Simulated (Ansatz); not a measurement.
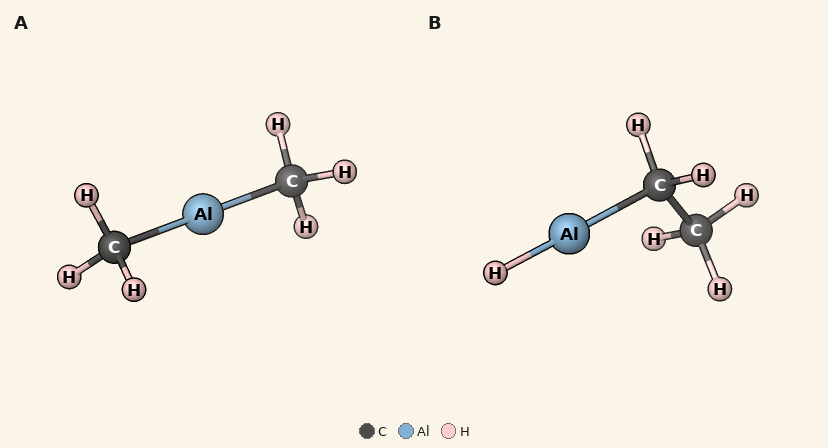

2 stationary structures of one formula. Charge +1, singlet. Geometries: PBE-D4/def2-SVP. Electronic energies: PBE-D4/def2-SVP (Ansatz 0.2.0), without zero-point energy. No frequency run is at hand to confirm each as a minimum. Each is one conformer, not always the lowest.

### Rank them by energy, lowest first.

A is lowest; B lies 0.941 eV above it.
